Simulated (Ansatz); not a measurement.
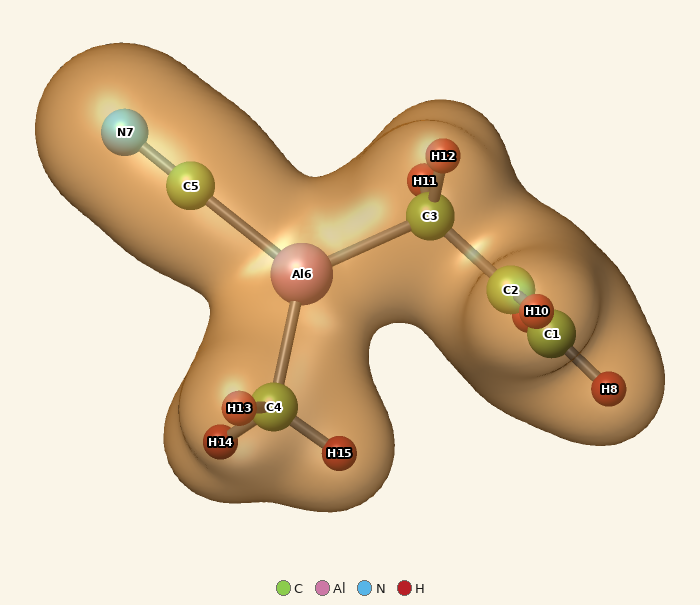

Figure 1: C5H8AlN (SMILES C=C[CH2][Al]([CH3])[C]#N). Isosurface of the electron density at 0.1 e/Å³ (orange), seen at a tilt.

Geometry: r2SCAN-D4/def2-SVP.

These are results of isolated molecule in a Gaussian basis; Kohn-Sham density functional theory, functional PBE0 (Ansatz), not measurements.

```tsv
atom	x (Å)	y (Å)	z (Å)
C	-1.6727	-2.8762	2.0354
C	-1.4224	-1.6187	2.4311
C	-0.5366	-0.6368	1.7391
C	-3.4659	0.8267	0.4988
C	-0.4429	1.8056	-0.4848
Al	-1.5420	0.6305	0.6278
N	0.2220	2.5043	-1.1428
H	-2.3651	-3.5181	2.5867
H	-1.1843	-3.3081	1.1537
H	-1.9414	-1.2485	3.3277
H	0.1836	-1.1430	1.0673
H	0.0771	-0.0596	2.4571
H	-3.7868	1.8277	0.8373
H	-3.8049	0.7403	-0.5483
H	-4.0122	0.0774	1.0933
```

Which contacts does the surface bridge?

At this value the surface is in one piece. It bridges the sampled C–N (1.17 Å), C–C (1.34 Å), C–Al (1.94 Å) and C–H (1.09 Å) contacts, where the density stays above the isovalue. On the grid the lowest density along these lines, outside the cores, is 3.1 e/Å³ (C–N, 1.17 Å), 2.2 e/Å³ (C–C, 1.34 Å), 0.63 e/Å³ (C–Al, 1.94 Å) and 1.8 e/Å³ (C–H, 1.09 Å).
